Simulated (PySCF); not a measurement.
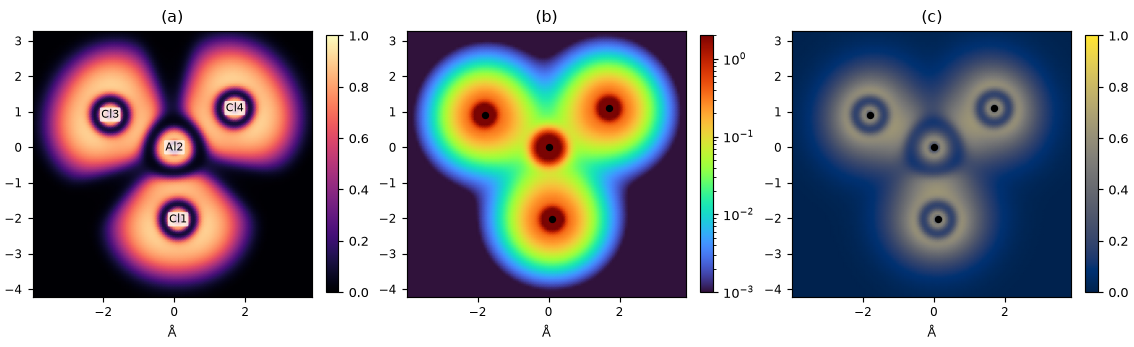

Figure 1: AlCl3, SMILES `Cl[Al](Cl)Cl`. Three fields in the molecular plane.

Level of theory: ωB97X/def2-TZVP (PySCF), at a geometry from GFN2-xTB. No frequency check shows the geometry to be a minimum. GFN2-xTB bond lengths at metals and heavier atoms can be off by up to 0.1 Å and shapes distorted, which carries into these values.

Geometry (Å), atoms numbered from 1:

```
Cl1      1.0151    1.7579    0.0000
Al2     -0.0002    0.0000    0.0000
Cl3      1.0149   -1.7580    0.0000
Cl4     -2.0298    0.0001    0.0000
```

The panels show, in some order, the electron localisation function (ELF), localised orbital locator (LOL) and electron density. Which is which?

Answer. (a) is the electron localisation function (ELF): it runs from 0 to 1 and is close to 1 over wide basins that fill the valence regions. (b) is the electron density: it is positive everywhere and peaks at the nuclei. (c) is the localised orbital locator (LOL): it runs from 0 to 1, peaks where electrons are localised, as in bonds, and fades smoothly outside.
